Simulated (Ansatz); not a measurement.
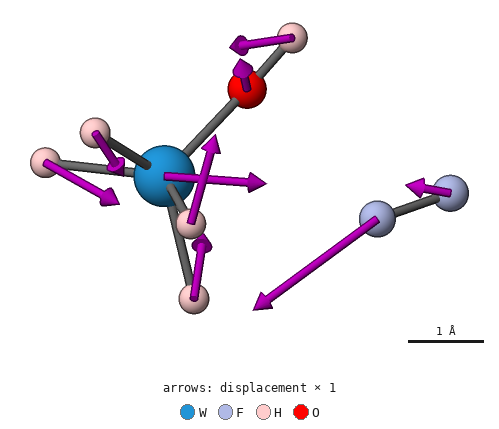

This is a relaxation of WH$_{5}$OF$_{2}$ (multiplicity 2). The starting structure is drawn; purple arrows show the displacements, at their true length. The two geometries are superimposed by the best rigid fit.

A ball-and-stick model, seen from a free direction.

The run prepares an end point of a later path (reaction) calculation, from a guessed geometry.

These are results of Ansatz 0.2.0, UKS B3LYP/def2-SVP, not measurements. (collinear spin; force threshold 0.03 eV/Å; at most 50 steps)

Q: Atoms of which element are displaced furthest, and by how much?

A: Fluorine: up to 2.12 Å, against 1.43 Å for tungsten.

Q: Describe the change and its energy.

A: The largest move after the best rigid fit is that of an F atom, 2.12 Å. By element the largest moves are F 2.12 Å, W 1.43 Å, H 1.34 Å, O 0.61 Å. Near-neighbour distances that change, for instance: F–W 3.870 → 1.853 Å, F–F 1.302 → 2.822 Å, H–H 1.995 → 0.815 Å, F–W 3.053 → 1.919 Å. New bonds form, among them: F–W (3.05 → 1.92 Å), F–W (3.87 → 1.85 Å). Bonds break, among them: F–F (1.30 → 2.82 Å). Among the angles between lasting bonds that change: H–W–H 106.9° → 51.8°, H–W–H 71.1° → 125.6°, H–W–H 71.8° → 23.4°. Over 44 accepted moves (47 points after the start) the energy falls by 8.125 eV. The largest force component goes from 3.9 to 0.029 eV/Å. The line search rejected the trial steps at points 34, 38, 43 of the run.

Limits of the set-up: the start holds two separate molecules, 2.6 Å apart at their closest, whose relative position is a soft coordinate and is computed without a dispersion correction.
